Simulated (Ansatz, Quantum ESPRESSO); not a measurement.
# 1T-SrBrI, 1 layer: response to a perpendicular field, part 4 of 6

Wanted: polarisability and gap of 1T-SrBrI, 1 layer against a perpendicular field.

Quantum ESPRESSO 7.5; plane-wave DFT, vdW-DF-cx, GBRV ultrasoft pseudopotentials made under PBE; geometry and cross-check by Ansatz 0.2.0 with PAW datasets.

So far. Step 6 (SCF with pw.x: field 0.1 V/Å): The dipole goes from 0.0363 to 0.0842 e Å, 0.4793 e Å per V/Å. Step 7 (Electrostatic potential): The slope in the vacuum is 0.100 eV/Å for an applied 0.10 V/Å, as it should be.

## 8. Self-consistent run: field 0.2 V/Å

f2.in

```
&control
  prefix = 'f2'
  outdir = './out'
  pseudo_dir = './pseudo'
  calculation = 'scf'
  tprnfor = .true.
  tefield = .true.
  dipfield = .true.
/
&system
  ibrav = 0
  nat = 3
  ntyp = 3
  ecutwfc = 40
  ecutrho = 200
  input_dft = 'vdw-df-cx'
  occupations = 'smearing'
  smearing = 'fd'
  degauss = 0.004
  edir = 3
  emaxpos = 0.97
  eopreg = 0.04
  eamp = 0.00388938
/
&electrons
  conv_thr = 1e-09
  mixing_beta = 0.4
  electron_maxstep = 120
  mixing_mode = 'plain'
  startingpot = 'file'
/
ATOMIC_SPECIES
  I   126.9045  i_pbe_v1.uspp.F.UPF
  Sr  87.6200  sr_pbe_v1.uspp.F.UPF
  Br  79.9040  br_pbe_v1.4.uspp.F.UPF
CELL_PARAMETERS angstrom
  4.70785471547498 0.00000000000000 0.00000000000000
  -2.35392735773749 4.07712178092769 -0.00000000000000
  0.00000000000000 0.00000000000000 20.79047071930000
ATOMIC_POSITIONS crystal
  I   0.666666666667 0.333333333333 0.418771664607
  Sr  0.000000000000 -0.000000000000 0.508472997605
  Br  0.333333333333 0.666666666667 0.580392161288
K_POINTS automatic
  6 6 1 0 0 0
```

Started as:

```console
$ cp -r out/f0.save out/f2.save
$ OMP_NUM_THREADS=1 mpirun -n 4 pw.x -nk 2 -in f2.in > f2.out
```

The program printed:

```text
[banner, memory and clock lines left out]
Program PWSCF v.7.5 starts
[...]
number of electrons       =        24.00
     number of Kohn-Sham states=           16
     kinetic-energy cutoff     =      40.0000  Ry
     charge density cutoff     =     200.0000  Ry
[...]
number of k points=    20  Fermi-Dirac smearing, width (Ry)=  0.0040
[...]
Dense  grid:   128271 G-vectors     FFT dimensions: (  45,  45, 180)
[...]
The initial density is read from file :
[...]
negative rho (up, down):  6.782E-02 0.000E+00
[...]
Starting wfcs are   21 randomized atomic wfcs
[...]
negative rho (up, down):  6.782E-02 0.000E+00
[...]
estimated scf accuracy    <       0.00715561 Ry
[...]
negative rho (up, down):  6.783E-02 0.000E+00
[...]
estimated scf accuracy    <       0.00195375 Ry
[...]
negative rho (up, down):  6.783E-02 0.000E+00
[...]
estimated scf accuracy    <       0.00002019 Ry
[...]
negative rho (up, down):  6.783E-02 0.000E+00
[...]
estimated scf accuracy    <       0.00000431 Ry
[...]
negative rho (up, down):  6.783E-02 0.000E+00
[...]
estimated scf accuracy    <       0.00000059 Ry
[...]
negative rho (up, down):  6.783E-02 0.000E+00
[...]
estimated scf accuracy    <       0.00000008 Ry
[...]
negative rho (up, down):  6.783E-02 0.000E+00
[...]
estimated scf accuracy    <          2.8E-09 Ry
[...]
negative rho (up, down):  6.783E-02 0.000E+00
[...]
estimated scf accuracy    <          1.7E-09 Ry
[...]
negative rho (up, down):  6.783E-02 0.000E+00
[...]
Computed dipole along edir(3) :
        Dipole                0.2499 Ry au,          0.6352 Debye
        Dipole field          0.0012 Ry au,
        E field amplitude [Ha a.u.]:  3.8894E-03
        Potential amp.        0.2054 Ry
        Total length         37.7168 bohr
[...]
the Fermi energy is    -1.9765 ev
!    total energy              =    -182.53475764 Ry
     estimated scf accuracy    <          2.0E-11 Ry
     smearing contrib. (-TS)   =       0.00000000 Ry
     internal energy E=F+TS    =    -182.53475764 Ry
[...]
one-electron contribution =    -429.59400946 Ry
     hartree contribution      =     216.63008770 Ry
     xc contribution           =     -92.33502069 Ry
     ewald contribution        =     122.76583726 Ry
     electric field correction =      -0.00165246 Ry
     convergence has been achieved in   9 iterations
     negative rho (up, down):  6.783E-02 0.000E+00
[...]
Total force =     0.007777     Total SCF correction =     0.000016
[...]
```

Run time: 90 s. Hardware: 4 MPI ranks of Arm Neoverse N1, shared host; peak memory 0.89 GiB; 5.8 min of CPU time.

Numbers from this step:

| Quantity | Value |
| --- | --- |
| free energy | -2483.5119 eV |
| Fermi energy | -1.976 eV |
| dipole along the normal | 0.1322 e·Å |
| valence top, on the run's zero | -4.174 eV |
| conduction bottom, on the run's zero | 0.3691 eV |
| gap by band count | 4.543 eV |

The dipole goes from 0.0363 to 0.1322 e Å, 0.4799 e Å per V/Å.

## 9. Potential by pp.x

f2.pot.in

```
&inputpp
  prefix = 'f2'
  outdir = './out'
  filplot = 'f2.pot.dat'
  plot_num = 11
/
```

Started as:

```console
$ OMP_NUM_THREADS=1 mpirun -n 4 pp.x -in f2.pot.in > f2.pot.out
```

It took 33 s on 4 MPI ranks; peak memory 0.24 GiB.

Read from the output:

| Property | Result |
| --- | --- |
| slope of the potential above | 0.2000 eV/Å |
| upper vacuum line continued to the top atoms, over the valence top | 6.764 eV |
| slope of the potential below | 0.2000 eV/Å |
| lower vacuum line continued to the bottom atoms, over the valence top | 7.338 eV |

The slope in the vacuum is 0.200 eV/Å for an applied 0.20 V/Å, as it should be.

## 10. Bands along a path: field 0.2 V/Å

f2.bands.in

```
&control
  prefix = 'f2.bands'
  outdir = './out'
  pseudo_dir = './pseudo'
  calculation = 'bands'
  tefield = .true.
  dipfield = .true.
/
&system
  ibrav = 0
  nat = 3
  ntyp = 3
  ecutwfc = 40
  ecutrho = 200
  input_dft = 'vdw-df-cx'
  occupations = 'smearing'
  smearing = 'fd'
  degauss = 0.004
  edir = 3
  emaxpos = 0.97
  eopreg = 0.04
  eamp = 0.00388938
  nbnd = 18
/
&electrons
  conv_thr = 1e-07
  mixing_beta = 0.4
  electron_maxstep = 120
  mixing_mode = 'local-TF'
/
ATOMIC_SPECIES
  I   126.9045  i_pbe_v1.uspp.F.UPF
  Sr  87.6200  sr_pbe_v1.uspp.F.UPF
  Br  79.9040  br_pbe_v1.4.uspp.F.UPF
CELL_PARAMETERS angstrom
  4.70785471547498 0.00000000000000 0.00000000000000
  -2.35392735773749 4.07712178092769 -0.00000000000000
  0.00000000000000 0.00000000000000 20.79047071930000
ATOMIC_POSITIONS crystal
  I   0.666666666667 0.333333333333 0.418771664607
  Sr  0.000000000000 -0.000000000000 0.508472997605
  Br  0.333333333333 0.666666666667 0.580392161288
K_POINTS crystal_b
4
  0.0000000000 0.0000000000 0.0000000000 14
  0.5000000000 0.0000000000 0.0000000000 14
  0.3333333333 0.3333333333 0.0000000000 14
  0.0000000000 0.0000000000 0.0000000000 1
```

Started as:

```console
$ cp -r out/f2.save out/f2.bands.save
$ cp out/f2.xml out/f2.bands.xml
$ OMP_NUM_THREADS=1 mpirun -n 4 pw.x -nk 4 -in f2.bands.in > f2.bands.out
```

The program printed:

```text
[banner, memory and clock lines left out]
Program PWSCF v.7.5 starts
[citation notice left out]

[...]
bravais-lattice index     =            0
     lattice parameter (alat)  =       8.8966  a.u.
     unit-cell volume          =    2693.0081 (a.u.)^3
     number of atoms/cell      =            3
     number of atomic types    =            3
     number of electrons       =        24.00
     number of Kohn-Sham states=           18
     kinetic-energy cutoff     =      40.0000  Ry
     charge density cutoff     =     200.0000  Ry
     Exchange-correlation= VDW-DF-CX
                           (   1   4  27   0   1   0   0)

[...]
PseudoPot. # 1 for I  read from file:
     ./pseudo/i_pbe_v1.uspp.F.UPF
     Pseudo is Ultrasoft + core correction, Zval =  7.0
     Generated by new atomic code, or converted to UPF format
     Using radial grid of  893 points,  6 beta functions with:
                l(1) =   0
                l(2) =   0
                l(3) =   1
                l(4) =   1
                l(5) =   2
                l(6) =   2
     Q(r) pseudized with  8 coefficients,  rinner =    1.500   1.500   1.500
                                                       1.500   1.500

     PseudoPot. # 2 for Sr read from file:
     ./pseudo/sr_pbe_v1.uspp.F.UPF
     Pseudo is Ultrasoft + core correction, Zval = 10.0
     Generated by new atomic code, or converted to UPF format
     Using radial grid of  883 points,  6 beta functions with:
                l(1) =   0
                l(2) =   0
                l(3) =   1
                l(4) =   1
                l(5) =   2
                l(6) =   2
     Q(r) pseudized with  6 coefficients,  rinner =    1.400   1.400   1.400
                                                       1.400   1.400

     PseudoPot. # 3 for Br read from file:
     ./pseudo/br_pbe_v1.4.uspp.F.UPF
     Pseudo is Ultrasoft + core correction, Zval =  7.0
     Generated by new atomic code, or converted to UPF format
     Using radial grid of  879 points,  6 beta functions with:
                l(1) =   0
                l(2) =   0
                l(3) =   1
                l(4) =   1
                l(5) =   2
                l(6) =   2
     Q(r) pseudized with  8 coefficients,  rinner =    1.100   1.100   1.100
                                                       1.100   1.100

     atomic species   valence    mass     pseudopotential
     I                 7.00   126.90450     I ( 1.00)
     Sr               10.00    87.62000     Sr( 1.00)
     Br                7.00    79.90400     Br( 1.00)

     No symmetry found

[...]
number of k points=    43  Fermi-Dirac smearing, width (Ry)=  0.0040
[...]
Dense  grid:   128271 G-vectors     FFT dimensions: (  45,  45, 180)

     Smooth grid:    91857 G-vectors     FFT dimensions: (  36,  36, 160)

     Check: negative core charge=   -0.000002

     The potential is recalculated from file :
     ./out/f2.bands.save/charge-density

     negative rho (up, down):  6.783E-02 0.000E+00

     %%%%%%%%%%%%%%%%%%%%%%%%%%%%%%%%%%%%%%%%%%%%%%%%%%%%%%%%%%%%%%%%%%%%%%%%
     %                                                                      %
     % You are using vdW-DF, which was implemented by the Thonhauser group. %
     % possible and the two reviews that describe the various versions:     %
     %                                                                      %
     %                                                                      %
     % If you are calculating stress with vdW-DF, please also cite:         %
     %                                                                      %
     %                                                                      %
     %%%%%%%%%%%%%%%%%%%%%%%%%%%%%%%%%%%%%%%%%%%%%%%%%%%%%%%%%%%%%%%%%%%%%%%%

     %%%%%%%%%%%%%%%%%%%%%%%%%%%%%%%%%%%%%%%%%%%%%%%%%%%%%%%%%%%%%%%%%%%%%%%%
     %                                                                      %
     %  vdW-DF NEWS:                                                        %
     %                                                                      %
     %  * vdW-DF3 is now available. DOI: 10.1021/acs.jctc.0c00471           %
     %    use with input_dft = 'vdW-DF3-opt1' or 'vdW-DF3-opt2'             %
     %                                                                      %
     %  * Unscreened and range-separated hybrid vdW-DF-cx functionals       %
     %    DOI: 10.1063/1.4986522 and 10.1088/1361-648X/ac2ad2               %
     %    use with input_dft = 'vdW-DF-cx0'    and 'vdW-DF-ahcx'            %
     %  * Unscreened and range-separated hybrid vdW-DF2-b86r functionals    %
     %    DOI: 10.1063/1.4986522 and DOI: 10.1103/PhysRevX.12.041003        %
     %    use with input_dft = 'vdW-DF2-br0' and 'vdW-DF2-ahbr'             %
     %                                                                      %
     %%%%%%%%%%%%%%%%%%%%%%%%%%%%%%%%%%%%%%%%%%%%%%%%%%%%%%%%%%%%%%%%%%%%%%%%

     Adding external electric field

     Computed dipole along edir(3) :
        Dipole                0.2499 Ry au,          0.6352 Debye
        Dipole field          0.0012 Ry au,

        E field amplitude [Ha a.u.]:  3.8894E-03
        Potential amp.        0.2054 Ry
        Total length         37.7168 bohr

     Starting wfcs are   21 randomized atomic wfcs

     Band Structure Calculation
     Davidson diagonalization with overlap

     ethr =  4.17E-10,  avg # of iterations = 47.2

     End of band structure calculation

          k = 0.0000 0.0000 0.0000 ( 11485 PWs)   bands (ev):

   -37.7954 -19.9081 -19.7901 -19.7901 -17.1162 -14.6719  -5.7894  -5.3718
    -5.3718  -4.4744  -4.1738  -4.1738   0.3691   0.9654   1.2850   1.2850
     1.4902   1.7278

          k = 0.0357 0.0206 0.0000 ( 11445 PWs)   bands (ev):

   -37.7953 -19.9075 -19.7921 -19.7904 -17.1148 -14.6707  -5.7856  -5.3801
    -5.3711  -4.4715  -4.1922  -4.1787   0.3976   0.9763   1.2591   1.2996
     1.5117   1.7283

[...]
```

Elapsed: 1.7 min, on 4 MPI ranks; peak memory 0.88 GiB.

Band numbers count within the set of bands kept for display. The electronic bands at the labelled points (eV, zero at the highest filled level of the SCF mesh; v1 is the highest filled band, c1 the lowest empty one):

```
point     v4     v3     v2     v1    c1    c2    c3    c4
    Γ  -1.20  -0.30   0.00   0.00  4.54  5.14  5.46  5.46
    M  -1.16  -0.74  -0.40  -0.33  4.68  6.25  6.47  6.73
    K  -1.22  -0.69  -0.66  -0.44  5.69  5.73  6.04  6.85
    Γ  -1.20  -0.30   0.00   0.00  4.54  5.14  5.46  5.46
```

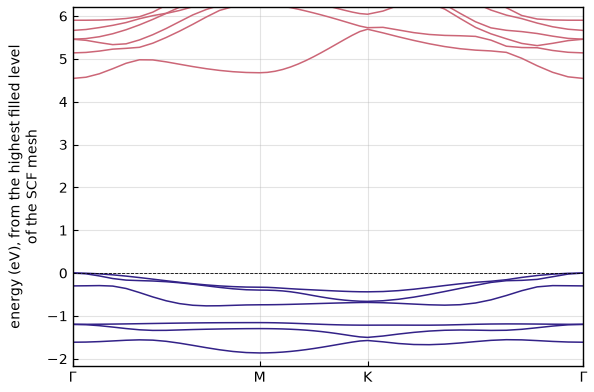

Electronic bands along the path; lines of filled and empty bands in two colours.

Upper empty bands that drop with the field can be states of the vacuum, held by the sawtooth; they depend on the cell's width.

Along this path the valence top lies at Γ and the conduction bottom at Γ.

## 11. SCF with pw.x: field 0.3 V/Å

f3.in, as its differences from the input of step 8:

```diff
@@ -1,3 +1,3 @@
 &control
-  prefix = 'f2'
+  prefix = 'f3'
   outdir = './out'
@@ -22,3 +22,3 @@
   eopreg = 0.04
-  eamp = 0.00388938
+  eamp = 0.00583407
 /
```

Started as:

```console
$ cp -r out/f0.save out/f3.save
$ OMP_NUM_THREADS=1 mpirun -n 4 pw.x -nk 2 -in f3.in > f3.out
```

The program printed:

```text
[banner, memory and clock lines left out]
Program PWSCF v.7.5 starts
[...]
number of electrons       =        24.00
     number of Kohn-Sham states=           16
     kinetic-energy cutoff     =      40.0000  Ry
     charge density cutoff     =     200.0000  Ry
[...]
number of k points=    20  Fermi-Dirac smearing, width (Ry)=  0.0040
[...]
Dense  grid:   128271 G-vectors     FFT dimensions: (  45,  45, 180)
[...]
The initial density is read from file :
[...]
negative rho (up, down):  6.782E-02 0.000E+00
[...]
Starting wfcs are   21 randomized atomic wfcs
[...]
negative rho (up, down):  6.782E-02 0.000E+00
[...]
estimated scf accuracy    <       0.01599330 Ry
[...]
negative rho (up, down):  6.783E-02 0.000E+00
[...]
estimated scf accuracy    <       0.00428198 Ry
[...]
negative rho (up, down):  6.783E-02 0.000E+00
[...]
estimated scf accuracy    <       0.00004156 Ry
[...]
negative rho (up, down):  6.783E-02 0.000E+00
[...]
estimated scf accuracy    <       0.00000908 Ry
[...]
negative rho (up, down):  6.783E-02 0.000E+00
[...]
estimated scf accuracy    <       0.00000111 Ry
[...]
negative rho (up, down):  6.783E-02 0.000E+00
[...]
estimated scf accuracy    <       0.00000012 Ry
[...]
negative rho (up, down):  6.783E-02 0.000E+00
[...]
estimated scf accuracy    <       0.00000001 Ry
[...]
negative rho (up, down):  6.783E-02 0.000E+00
[...]
estimated scf accuracy    <          6.2E-09 Ry
[...]
negative rho (up, down):  6.783E-02 0.000E+00
[...]
Computed dipole along edir(3) :
        Dipole                0.3407 Ry au,          0.8659 Debye
        Dipole field          0.0016 Ry au,
        E field amplitude [Ha a.u.]:  5.8341E-03
        Potential amp.        0.3202 Ry
        Total length         37.7168 bohr
[...]
the Fermi energy is    -2.0015 ev
!    total energy              =    -182.53590640 Ry
     estimated scf accuracy    <          1.2E-10 Ry
     smearing contrib. (-TS)   =       0.00000000 Ry
     internal energy E=F+TS    =    -182.53590640 Ry
[...]
one-electron contribution =    -429.56679941 Ry
     hartree contribution      =     216.60328102 Ry
     xc contribution           =     -92.33479176 Ry
     ewald contribution        =     122.76583726 Ry
     electric field correction =      -0.00343351 Ry
     convergence has been achieved in   9 iterations
     negative rho (up, down):  6.783E-02 0.000E+00
[...]
Total force =     0.009674     Total SCF correction =     0.000035
[...]
```

Wall time 91 s (4 MPI ranks); peak memory 0.89 GiB.

Read from the output:

| Item | Value |
| --- | --- |
| free energy | -2483.5275 eV |
| Fermi energy | -2.002 eV |
| dipole along the normal | 0.1803 e·Å |
| valence top, on the run's zero | -4.200 eV |
| conduction bottom, on the run's zero | 0.2961 eV |
| gap by band count | 4.496 eV |

The dipole goes from 0.0363 to 0.1803 e Å, 0.4800 e Å per V/Å.

## 12. Potential by pp.x

f3.pot.in

```
&inputpp
  prefix = 'f3'
  outdir = './out'
  filplot = 'f3.pot.dat'
  plot_num = 11
/
```

Started as:

```console
$ OMP_NUM_THREADS=1 mpirun -n 4 pp.x -in f3.pot.in > f3.pot.out
```

The job ended after 35 s (4 MPI ranks; peak memory 0.52 GiB).

This step gave:

| Property | Result |
| --- | --- |
| slope of the potential above | 0.3000 eV/Å |
| upper vacuum line continued to the top atoms, over the valence top | 6.752 eV |
| slope of the potential below | 0.2999 eV/Å |
| lower vacuum line continued to the bottom atoms, over the valence top | 7.443 eV |

The slope in the vacuum is 0.300 eV/Å for an applied 0.30 V/Å, as it should be.

Each curve counts from the valence top of its own run.

The potential energy (potential at 0 V/Å) oscillates, so the rows of the table below give means over windows of 2 Å about each position, cut where the curve ends. Its maxima inside the range that stand out by 2 % of the span (Å: eV): 9.7: 0.428, 12.1: 7.17. Its minima: 8.8: -6.50, 10.6: -8.95, 12.6: 2.54.

The runs together. Potential energy against z; means over each step:

```
z (Å)  potential at 0 V/Å (eV)  potential at 0.1 V/Å (eV)  potential at 0.2 V/Å (eV)  potential at 0.3 V/Å (eV)
    0                     7.12                       6.45                       5.78                       5.11
    2                     7.13                       6.56                       6.00                       5.43
    4                     7.13                       6.76                       6.40                       6.03
    6                     7.08                       6.91                       6.74                       6.57
    8                    0.642                      0.613                      0.585                      0.556
   10                    -4.10                      -4.09                      -4.07                      -4.05
   12                     2.51                       2.58                       2.65                       2.73
   14                     6.50                       6.69                       6.88                       7.06
   16                     6.79                       7.17                       7.55                       7.93
   18                     6.79                       7.37                       7.95                       8.53
   20                     6.82                       7.43                       8.04                       8.66
```

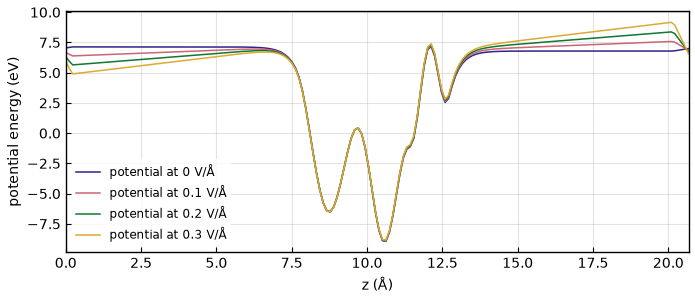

Potential energy, plotted against z.

(Continued in part 5 of 6.)

[Logs are printed without paths, hosts, clocks, repeated set-up lines and the standing remarks that a program may print on its own settings, such as how far it seeks lower states.]

[Hosts, paths, dates, database ids (printed as entryN), source tags and the programs' standing remarks are cut or masked in the printed files.]

[Maps of the electrostatic potential energy from Ansatz leave out the sawtooth potential of an applied field or a dipole correction, so their vacuum need not be flat; planar profiles and work functions include it.]
